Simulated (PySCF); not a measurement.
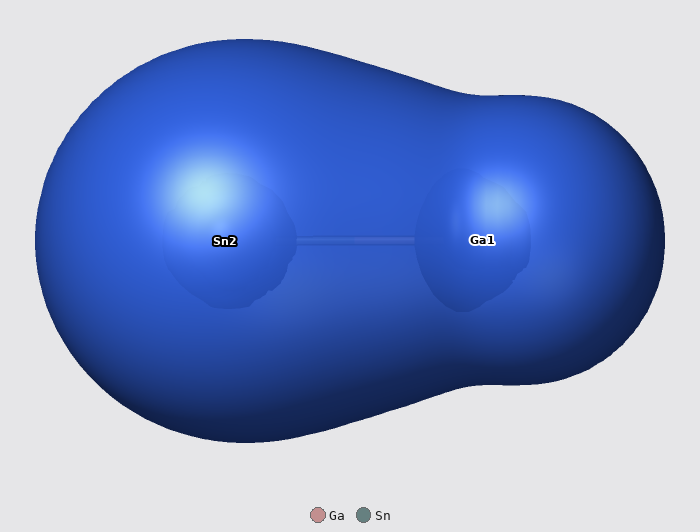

GaSn (quartet). Isosurface of the spin density (α minus β) at +0.015 e/Å³ (blue), seen from one side.

Core potentials replace the inner electrons of Sn.

These are results of PySCF, PBE0/cc-pVDZ(-PP), non-relativistic Hamiltonian with scalar-relativistic core potentials where named, at a bond length of 2.684 Å, not measurements.

```yaml
atoms:
  - { symbol: Ga, position_ang: [0.0000, 0.0000, -1.7043] }
  - { symbol: Sn, position_ang: [0.0000, 0.0000, 0.9797] }
```

> Where is the unpaired spin?

The unpaired spin (3 electrons) lies mostly on Sn2 (about 2.0) and Ga1 (about 1.0), in electrons by Hirshfeld's partition.
